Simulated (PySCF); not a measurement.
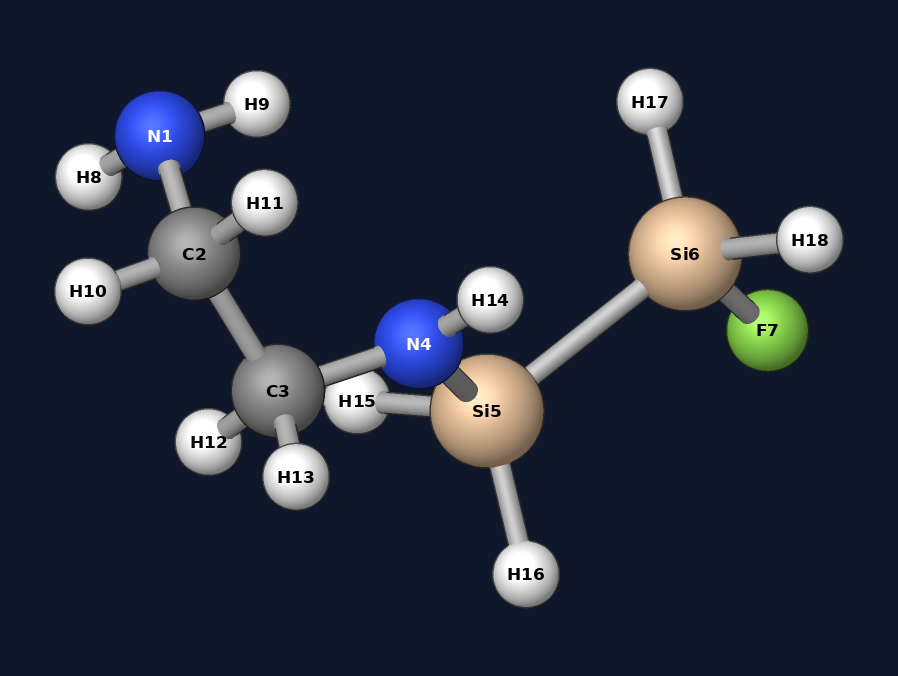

Computed geometry: GFN2-xTB optimisation. No frequency run is at hand to confirm it as a minimum. Level of theory: GIAO PBE0/pcSseg-1 NMR shielding, non-relativistic, gas phase (PySCF 2.14.0). Principal shieldings σ11 ≤ σ22 ≤ σ33, span Ω = σ33 − σ11, skew κ = 3(σiso − σ22)/Ω.

Give the shielding tensors of the F atoms.

```csv
atom,σ11,σ22,σ33,σiso,Ω,κ
F7,374.9,454.3,483.0,437.4,108.1,−0.47
```

Shieldings and span in ppm.

The geometry is semi-empirical. Around Si such bond lengths and angles can be off by a tenth of an ångström or more and by several degrees, and values that hang on the shape move with them.
